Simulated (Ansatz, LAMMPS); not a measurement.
# Structural relaxation of amorphous HfO2 at 7.65 g/cm^3 (78 atoms), part 3 of 4

Wanted: the relaxed structure of amorphous HfO2 at 7.65 g/cm^3 (78 atoms) and its electronic structure.

Ansatz 0.2.0; Kohn-Sham DFT, PBE, PAW (set soft_2), plane waves.

The cell: 26 Hf and 52 O. The quench rate of 50 K/ps far exceeds what a furnace or splat quench reaches. The network of bonds at the start is that of the classical potential that made the cell. Only the Γ point is sampled in the main run, in a cell whose shortest periodic width is 11 Å. No spin–orbit coupling is included.

So far. Step 4 (Relaxation): The relaxation changed the energy by -35.0 meV/atom, and atoms moved by 0.32 Å r.m.s., 1.7 Å at most.

## Step 6: Single point at the relaxed geometry

The electronic structure is read at the final geometry, in a run of its own.

The input, input.yaml:

```yaml
crystal:
  lattice:
    - [10.5908, 0.0, 0.0]
    - [0.0, 10.5908, 0.0]
    - [0.0, 0.0, 10.5908]
  atoms:
    - { symbol: Hf, position: [0.46262, 0.60868, 0.27821] }
    - { symbol: Hf, position: [0.13447, 0.72242, 0.20636] }
    - { symbol: Hf, position: [0.74396, 0.59749, 0.76944] }
    - { symbol: Hf, position: [0.68781, 0.38368, 0.06861] }
    - { symbol: Hf, position: [0.97653, 0.86964, 0.90698] }
    - { symbol: Hf, position: [0.49319, 0.63462, 0.97745] }
    - { symbol: Hf, position: [0.82356, 0.54922, 0.27655] }
    - { symbol: Hf, position: [0.1806, 0.50563, 0.4488] }
    - { symbol: Hf, position: [0.23694, 0.70236, 0.71326] }
    - { symbol: Hf, position: [0.96864, 0.19084, 0.91619] }
    - { symbol: Hf, position: [0.4917, 0.38408, 0.56908] }
    - { symbol: Hf, position: [0.99375, 0.52745, 0.94084] }
    - { symbol: Hf, position: [0.64906, 0.86307, 0.24007] }
    - { symbol: Hf, position: [0.50176, 0.88037, 0.77295] }
    - { symbol: Hf, position: [0.22535, 0.20151, 0.37223] }
    - { symbol: Hf, position: [0.31998, 0.02889, 0.14899] }
    - { symbol: Hf, position: [0.2264, 0.39237, 0.10317] }
    - { symbol: Hf, position: [0.20625, 0.3747, 0.71926] }
    - { symbol: Hf, position: [0.95684, 0.74802, 0.48566] }
    - { symbol: Hf, position: [0.86006, 0.41027, 0.5877] }
    - { symbol: Hf, position: [0.46554, 0.93414, 0.47456] }
    - { symbol: Hf, position: [0.64857, 0.09405, 0.04384] }
    - { symbol: Hf, position: [0.40668, 0.20417, 0.8895] }
    - { symbol: Hf, position: [0.72123, 0.17922, 0.38128] }
    - { symbol: Hf, position: [0.98072, 0.98591, 0.21203] }
    - { symbol: Hf, position: [0.97222, 0.0899, 0.61255] }
    - { symbol: O, position: [0.26596, 0.84695, 0.15996] }
    - { symbol: O, position: [0.0063, 0.59425, 0.34359] }
    - { symbol: O, position: [0.87999, 0.08649, 0.33148] }
    - { symbol: O, position: [0.85667, 0.48571, 0.0973] }
    - { symbol: O, position: [0.63177, 0.51406, 0.92778] }
    - { symbol: O, position: [0.87287, 0.4481, 0.79911] }
    - { symbol: O, position: [0.5011, 0.78461, 0.36181] }
    - { symbol: O, position: [0.05034, 0.42681, 0.57419] }
    - { symbol: O, position: [0.38997, 0.52731, 0.10065] }
    - { symbol: O, position: [0.27165, 0.62436, 0.31777] }
    - { symbol: O, position: [0.12408, 0.57126, 0.08124] }
    - { symbol: O, position: [0.31386, 0.23435, 0.17089] }
    - { symbol: O, position: [0.63278, 0.00096, 0.37754] }
    - { symbol: O, position: [0.47946, 0.50474, 0.42527] }
    - { symbol: O, position: [0.28262, 0.33809, 0.50582] }
    - { symbol: O, position: [0.55429, 0.73316, 0.12257] }
    - { symbol: O, position: [0.76649, 0.95773, 0.11755] }
    - { symbol: O, position: [0.57368, 0.24732, 0.4839] }
    - { symbol: O, position: [0.13565, 0.53699, 0.80999] }
    - { symbol: O, position: [0.5492, 0.03596, 0.88189] }
    - { symbol: O, position: [0.77624, 0.73209, 0.31557] }
    - { symbol: O, position: [0.30536, 0.06578, 0.96456] }
    - { symbol: O, position: [0.9268, 0.02987, 0.79892] }
    - { symbol: O, position: [0.00738, 0.0441, 0.02329] }
    - { symbol: O, position: [0.39359, 0.27829, 0.7133] }
    - { symbol: O, position: [0.6824, 0.22876, 0.20051] }
    - { symbol: O, position: [0.88794, 0.69035, 0.88107] }
    - { symbol: O, position: [0.79199, 0.22619, 0.97511] }
    - { symbol: O, position: [0.12362, 0.68931, 0.55239] }
    - { symbol: O, position: [0.65506, 0.45944, 0.65349] }
    - { symbol: O, position: [0.83694, 0.21596, 0.56555] }
    - { symbol: O, position: [0.35934, 0.05806, 0.37775] }
    - { symbol: O, position: [0.93255, 0.91095, 0.56692] }
    - { symbol: O, position: [0.12154, 0.81683, 0.81404] }
    - { symbol: O, position: [0.30242, 0.53115, 0.63252] }
    - { symbol: O, position: [0.57625, 0.9548, 0.62425] }
    - { symbol: O, position: [0.1151, 0.1285, 0.50312] }
    - { symbol: O, position: [0.36047, 0.84196, 0.63129] }
    - { symbol: O, position: [0.28376, 0.34814, 0.9147] }
    - { symbol: O, position: [0.51573, 0.0009, 0.14741] }
    - { symbol: O, position: [0.14255, 0.07616, 0.23874] }
    - { symbol: O, position: [0.37899, 0.72443, 0.85571] }
    - { symbol: O, position: [0.03655, 0.84168, 0.32946] }
    - { symbol: O, position: [0.54492, 0.26516, 0.99815] }
    - { symbol: O, position: [0.05568, 0.34196, 0.00418] }
    - { symbol: O, position: [0.63681, 0.50308, 0.21103] }
    - { symbol: O, position: [0.62229, 0.74237, 0.81701] }
    - { symbol: O, position: [0.84323, 0.62227, 0.59728] }
    - { symbol: O, position: [0.80822, 0.40893, 0.40252] }
    - { symbol: O, position: [0.00495, 0.8126, 0.08842] }
    - { symbol: O, position: [0.16192, 0.37981, 0.29527] }
    - { symbol: O, position: [0.06968, 0.23103, 0.74928] }
kpoints:
  mp_grid: { grid: [1, 1, 1] }
hamiltonian:
  xc: pbe
scf:
  occupations: { method: fermi_dirac, width: 0.025 }
output:
  forces: true
  stress: true
  populations: true
  dos:
    method: { smearing: { sigma: 0.08 } }
    de: 0.05
    projected: { site_lists: { Hf: [Hf], O: [O] } }
  eigenvalues: true
  write_density: true
  write_potential: true
  volumetric_format: npy
```

On the command line:

```console
$ ansatz run input.yaml --threads 4 --pin off --max-ram 8192MiB --backend cpu --events-out ev --progress --plain --runs-dir out
```

Numbers of over 12 decimals in the logs are rounded to 6 here.

The program printed:

```text
[...]
Crystal: 78 atoms, lattice volume = 1187.918 Å³
Basis set: ecut = 420 eV, 23127 PW (Γ), exchange–correlation on 144×144×144 points (8 copies of the dense FFT grid, shifted against one another)
Bands: 593, of which v1, the nominal top of the filled ones, is band 494 counted from 1 (493 counted from 0)
Symmetry: 1 space group operations
[...]
k-points: 1
[...]
SCF iter   1: F=—  HF=-438387.814114 eV  |F-HF|=—  |Δ(HF+E_count)|=         —  Δρ=3.85e-3  dr2=1.83e-1  ethr=1.77e-3  ⟨swp⟩=5.0  Hψ=1830  notcnv=0  defer=71
[...]
SCF iter  11: F=-438387.815096 eV  HF=-438387.815096 eV  |F-HF|=8.79e-9  |Δ(HF+E_count)|=   6.52e-9  Δρ=1.69e-6  dr2=3.85e-8  ethr=1.01e-11  ⟨swp⟩=6.0  Hψ=3914  notcnv=0
SCF 1 converged in 11 iterations: F = -438387.815096 eV  dr2 = 3.85e-8
[...]
SCF converged after 11 iterations
Free energy (F): -438387.815096 eV
[...]
Internal energy: -438387.815096 eV  (E = F + TS)
E sigma→0 (E₀):  -438387.815096 eV
Fermi energy:    11.094724 eV
[...]
--- Forces (eV/Å), atoms counted from 1 ---
  atom   1  Hf    -0.00873778     0.02233691     0.01074244
  atom   2  Hf     0.00810708     0.01392979     0.01929887
  atom   3  Hf     0.03674203    -0.02233438    -0.01201838
  atom   4  Hf     0.01383900    -0.03212819     0.01147016
  atom   5  Hf     0.00235289     0.00855516     0.00552658
  atom   6  Hf     0.01139972     0.02429690     0.03644454
  atom   7  Hf     0.01909105     0.02433695     0.00556808
  atom   8  Hf     0.00403694     0.02800362    -0.00154738
  atom   9  Hf    -0.02307483    -0.00377498    -0.03183298
  atom  10  Hf     0.00946080    -0.01705934    -0.01016482
  atom  11  Hf    -0.00414761    -0.03453358    -0.02368955
  atom  12  Hf     0.00202606     0.00276744     0.00971287
  atom  13  Hf     0.01019003     0.01821910     0.01379570
  atom  14  Hf    -0.01272130     0.03297305    -0.01566737
[...]
atom  77  O      0.00403448    -0.00734653    -0.00260392
  atom  78  O      0.00402566     0.00580321     0.00990369
  max |Σ_I F_I| component: 5.14e-5 eV/Å
--- Stress (GPa, compression-positive) ---
       -4.369174      -1.189606      -0.517207
       -1.189606      -6.559203       0.388022
       -0.517207       0.388022      -5.203567
  P = ⅓ Tr σ = -5.3773 GPa (-53.773 kbar)
--- Band table (eV) ---
[...]
--- Löwdin populations: 78 sites ---
  site symbol       q [e]
     0     Hf     24.5416
     1     Hf     24.5636
     2     Hf     24.5348
[...]
77      O      6.7291
  spilling = 0.002747 (of n_electrons = 988.000000)
```

Run time: 36 s. Hardware: 4 threads of Arm Neoverse V2, shared host; peak memory 2 GiB.

Numbers from this run:

```
free energy                                      : -438387.8151 eV
free energy per atom                             : -5620.3566 eV/atom
SCF cycles                                       : 11
pressure                                         : -5.377 GPa
r.m.s. force component                           : 0.01332 eV/Å
longest force                                    : 0.04801 eV/Å
Fermi energy                                     : 11.09 eV
gap (highest filled to lowest empty level) : 3.735 eV
spilling of the projection                       : 0.002747
```

Löwdin charges by element and coordination (they lack the spilled electrons, 0.035 e an atom on average):

```csv
element,coordination,atoms,mean charge (e),spread,least,most
Hf,all,26,1.47,0.0269,1.42,1.53
Hf,5,8,1.47,0.0295,1.42,1.52
Hf,6,16,1.47,0.0262,1.44,1.53
Hf,7,2,1.48,0.0196,1.46,1.50
O,all,52,-0.683,0.0301,-0.736,-0.607
O,2,9,-0.644,0.0223,-0.676,-0.607
O,3,40,-0.690,0.0236,-0.731,-0.642
O,4,3,-0.720,0.0155,-0.736,-0.699
```

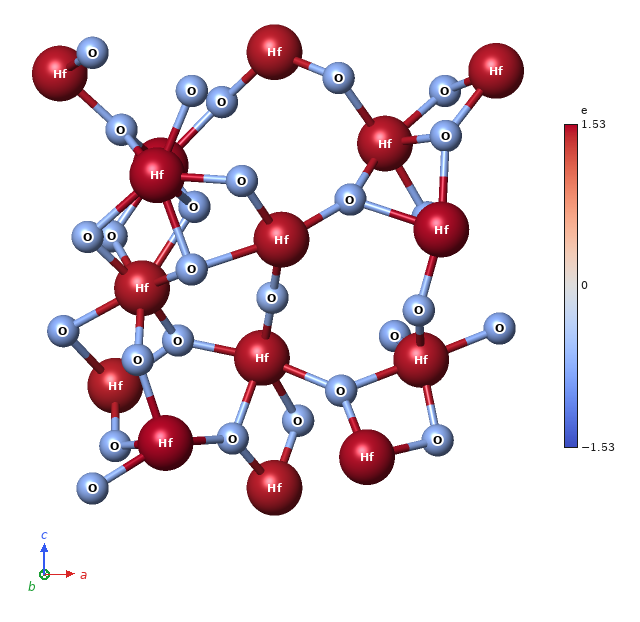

Atoms coloured by Löwdin charge. Drawn is a slice 5 Å thick, seen along the normal of the ac plane.

Density of states as counts of states in windows of 1 eV (from the Fermi level), total and the larger projections:

```csv
from (eV),to (eV),total,O p,Hf d
-10,-7,0.0,0.0,0.0
-7,-6,23.9,16.6,5.0
-6,-5,69.6,49.9,16.2
-5,-4,70.4,54.9,12.2
-4,-3,77.9,67.4,7.6
-3,-2,66.7,61.6,3.5
-2,-1,3.6,3.4,0.1
-1,1,0.0,0.0,0.0
1,2,2.0,0.1,0.9
2,3,34.6,3.4,27.9
3,4,61.9,7.5,48.3
4,5,56.7,8.9,38.8
```

Between -26 and -10 eV lie 468 more states.

About 208 of the 988 electrons lie in deeper levels, below the stored range.

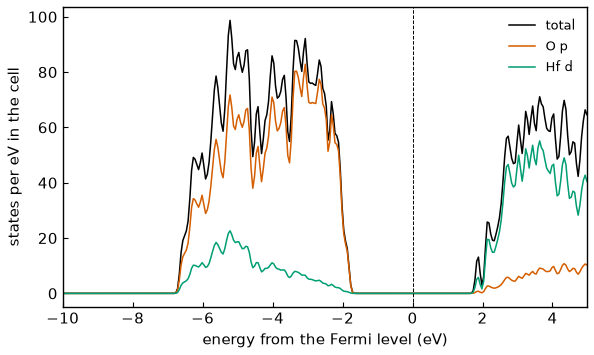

Total and projected density of states, with the broadening of the input.

The levels nearest the highest filled one (over half full), pooled over k-points and spins:

```csv
level less the highest filled one (eV),occupation
-0.300,2
-0.246,2
-0.226,2
-0.189,2
-0.107,2
0,2
3.73,0
3.98,0
4.03,0
4.13,0
4.24,0
4.33,0
```

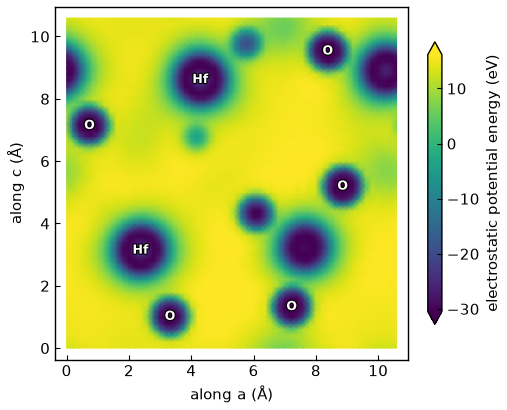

Electrostatic potential energy in the ac plane at fractional y = 0.216, with atoms of Hf and O within 0.2 Å of it. With pseudopotentials it is smooth inside the atoms' cores, unlike the true potential. The map starts off the cell's origin, so that atoms lie inside it.

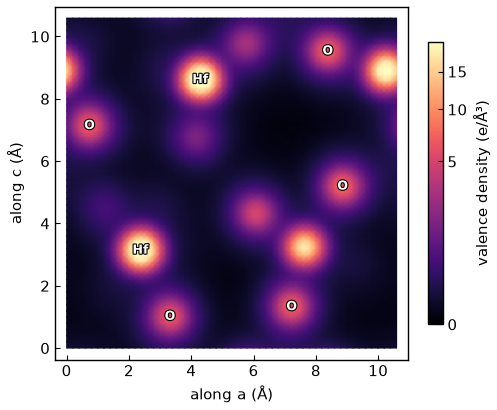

Valence density in the ac plane at fractional y = 0.216, with atoms of Hf and O within 0.2 Å of it. It is the smooth field of the valence electrons, not physical close to the nuclei. The map starts off the cell's origin, so that atoms lie inside it. The colour scale is stretched toward low values.

Mean Löwdin charges: Hf +1.47, O -0.68 e. The largest share in the top eV of filled states is O p (94 % of the projected weight), and in the lowest eV of empty states Hf d (80 % of the projected weight).

Local excerpt of 14 atoms (numbers count through the whole input) about O60, which has 2 bonded neighbours where the commonest count for O is 3; x, y, z are measured from there.

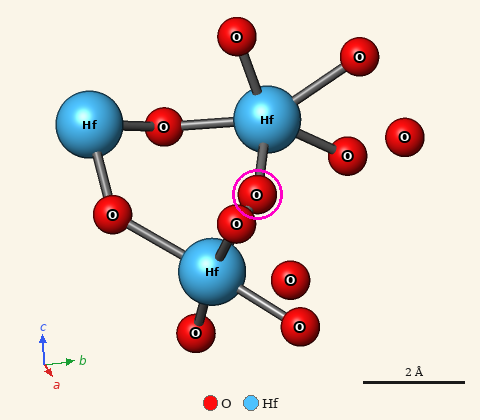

The atoms of the table, within 3.6 Å (arrows a, b, c point along x, y, z); some may hide others; the central atom is ringed.

```csv
atom,x,y,z,distance (Å),bonds,Löwdin charge (e)
O60,0.00,0.00,0.00,0.00,2,-0.62
Hf5,-1.54,0.56,0.98,1.91,5,1.50
Hf9,1.22,-1.21,-1.07,2.03,6,1.50
O53,-2.47,-1.34,0.71,2.90,3,-0.71
O68,2.73,-0.98,0.44,2.93,3,-0.71
O45,0.15,-2.96,-0.04,2.97,3,-0.68
O49,-2.06,2.26,-0.16,3.06,3,-0.71
O55,0.02,-1.35,-2.77,3.08,3,-0.66
O76,-1.23,-0.04,2.91,3.16,3,-0.69
O64,2.53,0.27,-1.94,3.20,3,-0.73
O59,-2.00,1.00,-2.62,3.44,2,-0.64
O50,-1.21,2.41,2.22,3.49,3,-0.65
Hf12,-1.35,-3.06,1.34,3.61,6,1.47
O48,1.95,2.64,1.59,3.64,2,-0.67
```

The column of bonds counts only the pairs O-Hf within 2.88 Å; other neighbours, such as metal atoms beside each other in a compound, aren't counted, and periodic images can show an atom twice.

## Step 7: K-mesh 2×2×2

Large cells are often run on few k-points; this run checks whether the reference had enough.

input.yaml, as its differences from that of step 6:

```diff
@@ -8,3 +8,3 @@
 kpoints:
-  mp_grid: { grid: [1, 1, 1] }
+  mp_grid: { grid: [2, 2, 2] }
 hamiltonian:
@@ -22,4 +22 @@
   eigenvalues: true
-  write_density: true
-  write_potential: true
-  volumetric_format: npy
```

The program printed:

```text
[...]
Crystal: 78 atoms, lattice volume = 1187.918 Å³
Basis set: ecut = 420 eV, 23127 PW (Γ), exchange–correlation on 144×144×144 points (8 copies of the dense FFT grid, shifted against one another)
Bands: 593, of which v1, the nominal top of the filled ones, is band 494 counted from 1 (493 counted from 0)
Symmetry: 1 space group operations
[...]
k-points: 8
[...]
SCF iter   1: F=—  HF=-438387.910219 eV  |F-HF|=—  |Δ(HF+E_count)|=         —  Δρ=3.82e-3  dr2=1.79e-1  ethr=1.77e-3  ⟨swp⟩=4.4  Hψ=14673  notcnv=0  defer=545
[...]
SCF iter  10: F=—  HF=-438387.911309 eV  |F-HF|=—  |Δ(HF+E_count)|=   6.23e-7  Δρ=4.82e-6  dr2=2.62e-7  ethr=1.01e-11  ⟨swp⟩=10.5  Hψ=22004  notcnv=0
SCF iter  11: F=-438387.911309 eV  HF=-438387.911309 eV  |F-HF|=9.08e-9  |Δ(HF+E_count)|=   8.50e-9  Δρ=1.64e-6  dr2=3.63e-8  ethr=1.01e-11  ⟨swp⟩=3.0  Hψ=16700  notcnv=0
SCF 1 converged in 11 iterations: F = -438387.911309 eV  dr2 = 3.63e-8
[...]
SCF converged after 11 iterations
Free energy (F): -438387.911309 eV
[...]
Internal energy: -438387.911309 eV  (E = F + TS)
E sigma→0 (E₀):  -438387.911309 eV
Fermi energy:    11.125508 eV
[...]
Σ components = -438387.911309   (vs F -438387.911309, Δ=0.00e0)
--- Forces (eV/Å), atoms counted from 1 ---
  atom   1  Hf    -0.04089861     0.00030635     0.00044416
  atom   2  Hf     0.01992775     0.01875384    -0.01233908
  atom   3  Hf     0.02600889    -0.01392089    -0.00394298
  atom   4  Hf     0.01455822    -0.02618600     0.01004574
[...]
atom  78  O      0.00691819     0.00799294    -0.00017117
  max |Σ_I F_I| component: 4.39e-5 eV/Å
--- Stress (GPa, compression-positive) ---
       -4.366276      -1.196026      -0.515610
       -1.196026      -6.551790       0.376579
       -0.515610       0.376579      -5.195598
  P = ⅓ Tr σ = -5.3712 GPa (-53.712 kbar)
--- Band table (eV; the first three rows and the last of 8) ---
[...]
--- Löwdin populations: 78 sites ---
  site symbol       q [e]
     0     Hf     24.5414
     1     Hf     24.5631
     2     Hf     24.5349
[...]
77      O      6.7304
  spilling = 0.002756 (of n_electrons = 988.000000)
```

Wall time 5.2 min (4 threads); peak memory 6.3 GiB; 20 min of CPU time.

The program notes that it cut back its work space to fit the memory limit.

Geometry and reference: those of the single point at the relaxed geometry.

Forces differ from those of the single point at the relaxed geometry by 11 meV/Å r.m.s.; the energy by -1.2 meV/atom and the gap by -0.033 eV. It took 5.2 min and 11 cycles; the reference's time can't be set against it, since the two runs asked for unlike analyses.

(Continued in part 4 of 4.)

[Logs are printed without paths, hosts, clocks, repeated set-up lines and the standing remarks that a program may print on its own settings, such as how far it seeks lower states.]

[Hosts, paths, dates, database ids (printed as entryN), source tags and the programs' standing remarks are cut or masked in the printed files.]
